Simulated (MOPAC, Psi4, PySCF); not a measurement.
Intermolecular potential of CH3Li ··· H3N (SMILES [Li][CH3] and N). Monomers: optimised at B3LYP-D3(BJ) (def2-TZVP), held rigid. Orientation: a higher rigid-body minimum at GFN2-xTB (searched outside a hard wall at short contacts). Only R, the distance of the centres of mass, is varied, so the lowest point isn't the relaxed dimer. The shortest distances reach bonding range, where SAPT0 and rigid monomers are unreliable.

Geometry at R = 3.34 Å (first 5 atoms: monomer A):
```
9

Li    -1.2784    -0.7627    -1.0638
C      0.0979     0.0584     0.0816
H      0.6732    -0.6838     0.6501
H     -0.3253     0.7486     0.8229
H      0.8326     0.6395    -0.4908
N     -2.7701     0.0727    -2.3895
H     -3.6918     0.2359    -2.0006
H     -2.3108     0.9730    -2.4657
H     -2.8980    -0.2815    -3.3306
```

Levels: RMP2/3-21G = restricted MP2 (frozen core)/3-21G, no counterpoise correction run with PySCF; HF/aug-cc-pVTZ, counterpoise-corrected (Psi4); SAPT0/jun-cc-pVDZ, all electrons correlated (Psi4); PBE0-D3(BJ)/def2-TZVP, counterpoise-corrected (Psi4); PM3, restricted, heats of formation (MOPAC).

Interaction energies in kcal/mol (negative: bound); R is the distance of the centres of mass, d the Li1···N6 distance.

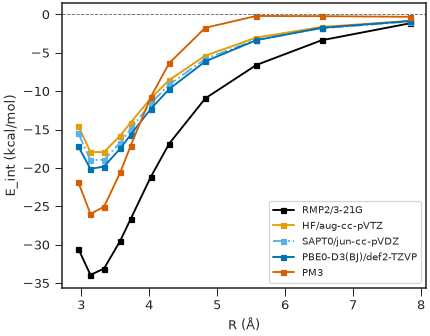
Fig. 1. Interaction energy against separation.

```json
[
 {"R / Å": "2.96", "d / Å": "1.81", "RMP2/3-21G": "-30.49", "HF/aug-cc-pVTZ": "-14.49", "SAPT0/jun-cc-pVDZ": "-15.45", "PBE0-D3(BJ)/def2-TZVP": "-17.16", "PM3": "-21.83"},
 {"R / Å": "3.14", "d / Å": "1.97", "RMP2/3-21G": "-33.93", "HF/aug-cc-pVTZ": "-17.94", "SAPT0/jun-cc-pVDZ": "-18.98", "PBE0-D3(BJ)/def2-TZVP": "-20.13", "PM3": "-25.97"},
 {"R / Å": "3.34", "d / Å": "2.16", "RMP2/3-21G": "-33.10", "HF/aug-cc-pVTZ": "-17.92", "SAPT0/jun-cc-pVDZ": "-18.94", "PBE0-D3(BJ)/def2-TZVP": "-19.81", "PM3": "-25.05"},
 {"R / Å": "3.58", "d / Å": "2.39", "RMP2/3-21G": "-29.46", "HF/aug-cc-pVTZ": "-15.78", "SAPT0/jun-cc-pVDZ": "-16.69", "PBE0-D3(BJ)/def2-TZVP": "-17.46", "PM3": "-20.56"},
 {"R / Å": "3.73", "d / Å": "2.54", "RMP2/3-21G": "-26.67", "HF/aug-cc-pVTZ": "-14.10", "SAPT0/jun-cc-pVDZ": "-14.92", "PBE0-D3(BJ)/def2-TZVP": "-15.68", "PM3": "-17.15"},
 {"R / Å": "4.03", "d / Å": "2.83", "RMP2/3-21G": "-21.13", "HF/aug-cc-pVTZ": "-10.90", "SAPT0/jun-cc-pVDZ": "-11.57", "PBE0-D3(BJ)/def2-TZVP": "-12.28", "PM3": "-10.72"},
 {"R / Å": "4.30", "d / Å": "3.09", "RMP2/3-21G": "-16.82", "HF/aug-cc-pVTZ": "-8.54", "SAPT0/jun-cc-pVDZ": "-9.12", "PBE0-D3(BJ)/def2-TZVP": "-9.71", "PM3": "-6.33"},
 {"R / Å": "4.83", "d / Å": "3.61", "RMP2/3-21G": "-10.93", "HF/aug-cc-pVTZ": "-5.38", "SAPT0/jun-cc-pVDZ": "-5.80", "PBE0-D3(BJ)/def2-TZVP": "-6.12", "PM3": "-1.74"},
 {"R / Å": "5.58", "d / Å": "4.35", "RMP2/3-21G": "-6.59", "HF/aug-cc-pVTZ": "-3.02", "SAPT0/jun-cc-pVDZ": "-3.29", "PBE0-D3(BJ)/def2-TZVP": "-3.36", "PM3": "-0.20"},
 {"R / Å": "6.54", "d / Å": "5.30", "RMP2/3-21G": "-3.37", "HF/aug-cc-pVTZ": "-1.64", "SAPT0/jun-cc-pVDZ": "-1.80", "PBE0-D3(BJ)/def2-TZVP": "-1.75", "PM3": "-0.23"},
 {"R / Å": "7.84", "d / Å": "6.59", "RMP2/3-21G": "-1.16", "HF/aug-cc-pVTZ": "-0.84", "SAPT0/jun-cc-pVDZ": "-0.93", "PBE0-D3(BJ)/def2-TZVP": "-0.86", "PM3": "-0.31"}
]
```

Lowest grid point: RMP2/3-21G -33.93 kcal/mol at R = 3.14 Å; HF/aug-cc-pVTZ -17.94 kcal/mol at R = 3.14 Å; SAPT0/jun-cc-pVDZ -18.98 kcal/mol at R = 3.14 Å; PBE0-D3(BJ)/def2-TZVP -20.13 kcal/mol at R = 3.14 Å; PM3 -25.97 kcal/mol at R = 3.14 Å.
